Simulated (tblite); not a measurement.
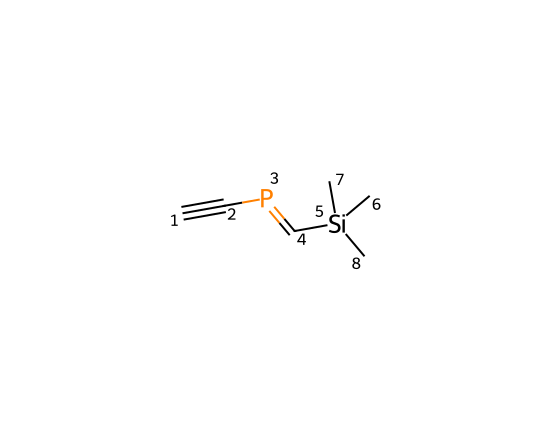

Skeletal drawing with numbered atoms; wedges and dashes mark any stereocentres. The configuration is that of a computed structure (GFN2-xTB).

### What are the Cahn–Ingold–Prelog descriptors?

P3=C4: E.

### Write the isomeric SMILES.

C#C/P=C/[Si](C)(C)C
